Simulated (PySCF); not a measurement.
# C3H9P (trimethylphosphine): levels of theory compared

Wanted: a comparison of 5 runs (B3LYP/6-31G*, wB97X/pcseg-1, r2SCAN/aug-cc-pVDZ, CCSD(T)/6-31G, CCSD(T)/pcseg-1) of C3H9P (trimethylphosphine). 

Program for the calculation: PySCF 2.14.0.

### Step 1. The system as given

C3H9P has 13 atoms, charge 0, and is taken as a singlet. SMILES: `CP(C)C`. The coordinates come from a PBE0-D4/def2-TZVP relaxation.

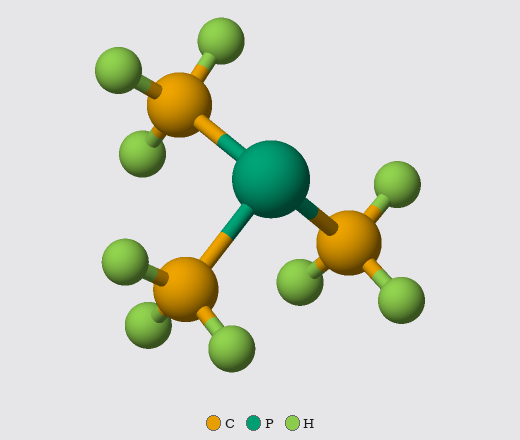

The structure, seen from a chosen angle (carbon amber, phosphorus teal, hydrogen green).

### Step 2. Energy and forces at B3LYP/6-31G(d) (Cartesian functions) (run 1)

Contents of geometry.xyz:

```xyz
13

C     -0.507790     1.424650    -0.580040
P      0.643680    -0.007310    -0.657580
C      1.189840    -0.047290     1.098130
C     -0.581430    -1.378500    -0.620880
H     -1.049120     1.509250    -1.524840
H      0.063540     2.345260    -0.442500
H     -1.231580     1.332100     0.235540
H      0.346870    -0.034330     1.795870
H      1.781570    -0.947920     1.275770
H      1.829630     0.814300     1.301040
H     -0.059240    -2.331710    -0.513300
H     -1.127530    -1.405300    -1.566340
H     -1.298440    -1.273200     0.199130
```

Contents of run.py:

```python
import pyscf.grad
from pyscf import gto, dft

mol = gto.Mole()
mol.atom = 'geometry.xyz'
mol.max_memory = 1860
mol.verbose = 4
mol.cart = True
mol.basis = '6-31g*'
mol.build()

myscf = dft.RKS(mol)
myscf.xc = 'b3lyp'
myscf.grids.level = 5
myscf.conv_tol = 1e-10
myscf.kernel()
if not myscf.converged:
    myscf = myscf.newton().run(myscf.mo_coeff, myscf.mo_occ)

etot = myscf.e_tot
print(f'total energy: {etot:.8f} hartree')
grad = myscf.Gradients().kernel()
myscf.analyze()
```

Started as:

```bash
$ OMP_NUM_THREADS=1 python run.py
```

Standard output:

```text
PySCF version 2.14.0

[... 104 lines left out ...]
MO #2   energy= -10.1757930025952  occ= 2
[... 15 lines left out ...]
MO #18  energy= -0.382857971486112 occ= 2
[... 15 lines left out ...]
MO #34  energy= 0.354940579317575  occ= 0
[... 15 lines left out ...]
MO #50  energy= 0.877016565248916  occ= 0
[... 15 lines left out ...]
MO #66  energy= 1.69618288245109   occ= 0
[... 15 lines left out ...]
MO #82  energy= 4.22848963516527   occ= 0
[... 98 lines left out ...]
Dipole moment(X, Y, Z, Debye): -0.96203,  0.01096,  0.98278
```

Wall time 37 s (1 thread of Intel Xeon at 2.70GHz, shared host); peak memory 0.84 GiB.

### Step 3. Energy and forces at wB97X/pcseg-1 (run 2)

Contents of job.py:

```python
from pyscf import gto, dft

molecule = gto.M(
    atom='''
C   -0.507790   1.424650  -0.580040
P    0.643680  -0.007310  -0.657580
C    1.189840  -0.047290   1.098130
C   -0.581430  -1.378500  -0.620880
H   -1.049120   1.509250  -1.524840
H    0.063540   2.345260  -0.442500
H   -1.231580   1.332100   0.235540
H    0.346870  -0.034330   1.795870
H    1.781570  -0.947920   1.275770
H    1.829630   0.814300   1.301040
H   -0.059240  -2.331710  -0.513300
H   -1.127530  -1.405300  -1.566340
H   -1.298440  -1.273200   0.199130
''',
    max_memory=1860,
    basis='pcseg-1',
    verbose=4,
    charge=0,
)

myscf = dft.RKS(molecule)
myscf.xc = 'wb97x'
myscf.conv_tol = 1e-10
myscf.grids.level = 5
myscf.kernel()
if not myscf.converged:
    myscf = myscf.newton().run(myscf.mo_coeff, myscf.mo_occ)

e_final = myscf.e_tot
print('E = %.10f Eh' % e_final)
grad = myscf.nuc_grad_method().kernel()
myscf.analyze()
```

Started as:

```bash
$ OMP_NUM_THREADS=1 python job.py
```

Standard output:

```text
PySCF version 2.14.0

[... 112 lines left out ...]
MO #10  energy= -0.818800385291532 occ= 2
[... 18 lines left out ...]
MO #29  energy= 0.207572272477298  occ= 0
[... 18 lines left out ...]
MO #48  energy= 0.735749665306127  occ= 0
[... 18 lines left out ...]
MO #67  energy= 1.54320178923001   occ= 0
[... 18 lines left out ...]
MO #86  energy= 2.31438353821758   occ= 0
[... 18 lines left out ...]
MO #105 energy= 3.36877749430331   occ= 0
[... 121 lines left out ...]
Dipole moment(X, Y, Z, Debye): -0.95788,  0.01091,  0.97854
```

Wall time 81 s (1 thread of Intel Xeon at 2.70GHz, shared host); peak memory 1.1 GiB.

### Step 4. Energy and gradient at r2SCAN/aug-cc-pVDZ (run 3)

Contents of job.py:

```python
import pyscf.grad
from pyscf import gto, dft

mol = gto.M(
    atom=[
    ('C', (-0.507790, 1.424650, -0.580040)),
    ('P', (0.643680, -0.007310, -0.657580)),
    ('C', (1.189840, -0.047290, 1.098130)),
    ('C', (-0.581430, -1.378500, -0.620880)),
    ('H', (-1.049120, 1.509250, -1.524840)),
    ('H', (0.063540, 2.345260, -0.442500)),
    ('H', (-1.231580, 1.332100, 0.235540)),
    ('H', (0.346870, -0.034330, 1.795870)),
    ('H', (1.781570, -0.947920, 1.275770)),
    ('H', (1.829630, 0.814300, 1.301040)),
    ('H', (-0.059240, -2.331710, -0.513300)),
    ('H', (-1.127530, -1.405300, -1.566340)),
    ('H', (-1.298440, -1.273200, 0.199130)),
],
    basis='aug-cc-pvdz',
    spin=0,
    charge=0,
    verbose=4,
    max_memory=1860,
)

ks = dft.RKS(mol)
ks.xc = 'r2scan'
ks.grids.level = 5
ks.conv_tol = 1e-10
ks.kernel()
if not ks.converged:
    ks = ks.newton().run(ks.mo_coeff, ks.mo_occ)

e_tot = ks.e_tot
print('E = %.10f Eh' % e_tot)
grad = ks.Gradients().kernel()
dip = ks.dip_moment()
pop, q = ks.mulliken_pop()
```

Started as:

```bash
$ OMP_NUM_THREADS=1 python job.py
```

Standard output:

```text
PySCF version 2.14.0

[... 82 lines left out ...]
converged SCF energy = -460.997649635982
[... 13 lines left out ...]
Dipole moment(X, Y, Z, Debye): -0.93848,  0.01069,  0.95873
[... 191 lines left out ...]
charge of   12H =     -0.22039
```

It took 2.9 min on 1 thread of Intel Xeon at 2.70GHz, shared host; peak memory 2.4 GiB.

Run 4 isn't shown in full; the table further down has it.

### Step 5. The energy at CCSD(T)/pcseg-1 (run 5)

Contents of input.py:

```python
# CP(C)C
from pyscf import gto, scf, cc

mol = gto.M(
    atom='''
C     -0.959584     2.692198    -1.096117
P      1.216379    -0.013814    -1.242646
C      2.248472    -0.089365     2.075165
C     -1.098743    -2.604987    -1.173293
H     -1.982549     2.852069    -2.881530
H      0.120073     4.431899    -0.836204
H     -2.327349     2.517304     0.445106
H      0.655489    -0.064874     3.393702
H      3.366679    -1.791309     2.410856
H      3.457500     1.538804     2.458609
H     -0.111947    -4.406293    -0.969996
H     -2.130723    -2.655632    -2.959954
H     -2.453696    -2.405999     0.376301
''',
    basis='pcseg-1',
    verbose=3,
    unit='bohr',
    max_memory=1860,
)

hf = scf.RHF(mol)
hf.conv_tol = 1e-10
hf.kernel()
if not hf.converged:
    hf = hf.newton().run(hf.mo_coeff, hf.mo_occ)

mycc = cc.CCSD(hf, frozen=8)
mycc.kernel()
e_t = mycc.ccsd_t()
etot = mycc.e_tot + e_t
print(f'total energy: {etot:.8f} hartree')
dip = hf.dip_moment()
pop, q = hf.mulliken_pop()
```

Started as:

```bash
$ OMP_NUM_THREADS=1 python input.py
```

Standard output:

```text
converged SCF energy = -459.528179351458
[... 2 lines left out ...]
total energy: -460.16195571 hartree
Dipole moment(X, Y, Z, Debye): -0.93867,  0.01070,  0.95892
[... 119 lines left out ...]
charge of   12H =      0.10878
```

It took 50 s on 1 thread of Intel Xeon at 2.70GHz, shared host; peak memory 0.74 GiB.

### Step 6. All runs side by side

| run | level | Cartesian functions | task | energy (Eh) | dipole moment (D) of the reference | HOMO energy (eV) | LUMO energy (eV) | wall time |
| --- | --- | --- | --- | --- | --- | --- | --- | --- |
| 1 | B3LYP/6-31G* (Cartesian functions) | yes | gradient | -461.097471 | 1.38 | -5.92 | 1.89 | 37 s |
| 2 | wB97X/pcseg-1 | no | gradient | -461.020062 | 1.37 | -8.66 | 3.32 | 81 s |
| 3 | r2SCAN/aug-cc-pVDZ | no | gradient | -460.997650 | 1.34 | -5.41 | 0.17 | 2.9 min |
| 4 | CCSD(T)/6-31G | no | energy | -459.873008 | 1.43 | -8.88 | 5.63 | 7.8 s |
| 5 | CCSD(T)/pcseg-1 | no | energy | -460.161956 | 1.34 | -8.98 | 4.05 | 50 s |

### Step 7. Outcome

| quantity | value |
| --- | --- |
| run 5: total energy | -460.16196 Eh |
| run 5: dipole moment (Hartree–Fock density) | 1.34 D |
| run 5: HOMO energy (Hartree–Fock orbitals) | -8.98 eV |
| run 5: LUMO energy (Hartree–Fock orbitals) | 4.05 eV |
| run 5: HOMO–LUMO gap (Hartree–Fock orbitals) | 13.03 eV |
| run 5: correlation energy (8 core orbitals frozen) | -633.8 mEh |
| run 5: (T) correction | -17.85 mEh |
| run 5: T1 diagnostic | 0.008 |

What this shows: Over runs 1, 2, 3 the dipole moment (its size) runs from 1.34 D (r2SCAN/aug-cc-pVDZ) to 1.38 D (B3LYP/6-31G*). The two ends differ in method and basis. Over runs 1, 2, 3 the HOMO–LUMO gap runs from 5.58 eV (r2SCAN/aug-cc-pVDZ) to 11.97 eV (wB97X/pcseg-1). Totals of different functionals can't be ranked against each other. All runs together took 5.8 min, the longest 2.9 min.
